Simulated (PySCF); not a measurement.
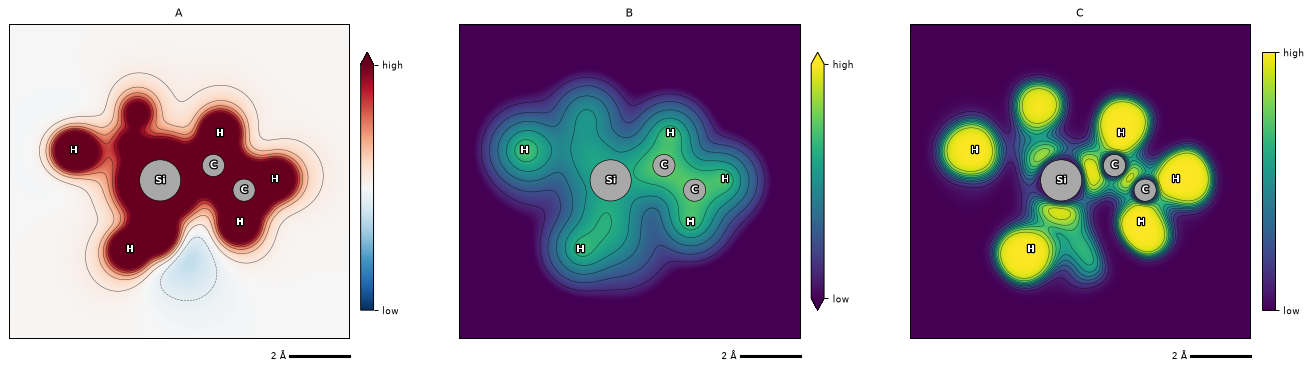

C8H16Si (SiEt2(vinyl)2): 3 fields on the plane of atoms C17, C16 and H18, with unlabelled colour scales. Grey discs cover the atomic cores.

Geometry: PBE0-D3(BJ)/def2-SVP.

All numbers below come from PBE0/pcSseg-1, SCF density, gas phase, non-relativistic (PySCF).

Question: The panels show electron density, electron localisation function and electrostatic potential in some order. Assign them.

Answer: Panel A: electrostatic potential (strongly positive close to the atoms, with negative regions outside electron-rich atoms). Panel B: electron density. Panel C: electron localisation function. From the grid: C–C (1.34 Å): ρ at the midpoint is about 2.2 e/Å³; the ELF peaks at about 0.90 between the atoms: a short, multiple covalent bond. C–Si (1.88 Å): ρ at the midpoint is about 0.94 e/Å³; the ELF peaks at about 0.95 between the atoms: a covalent bond.
